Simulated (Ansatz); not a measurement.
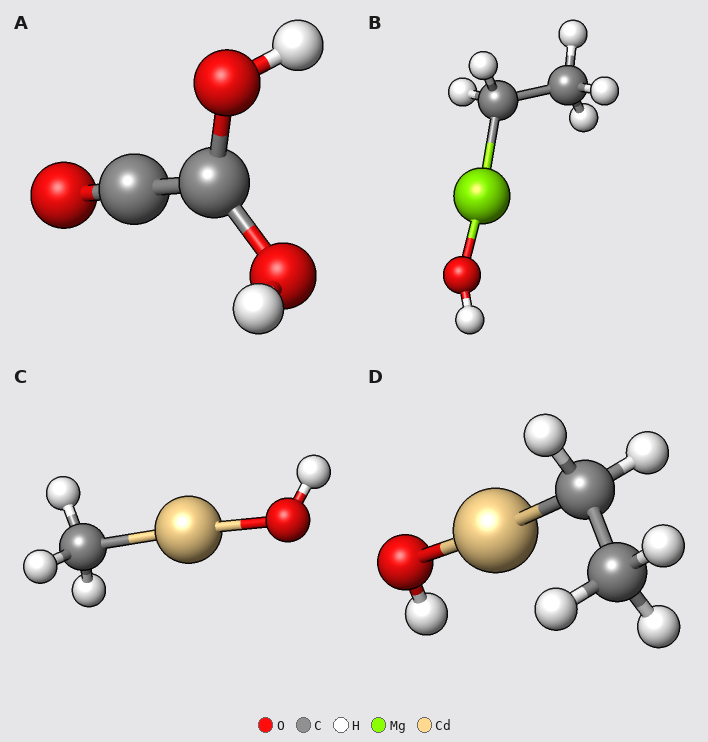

Simulated data, not a measurement (program: Ansatz).

```xyz
10
charge 0, multiplicity 1
C    -0.8942    0.8817    0.9130
C    -0.3052   -0.5059    0.6933
Cd    0.9915   -0.6693   -0.9530
O     2.2984   -0.8758   -2.4235
H    -1.4868    1.2170    0.0582
H    -1.5552    0.8970    1.7868
H    -0.1208    1.6345    1.0836
H    -1.0972   -1.2450    0.5480
H     0.2627   -0.8285    1.5701
H     1.9896   -0.5567   -3.2736
```

Which panel shows the molecule in this file?

D. The file holds C2H6CdO, `C[CH2][Cd][OH]`.
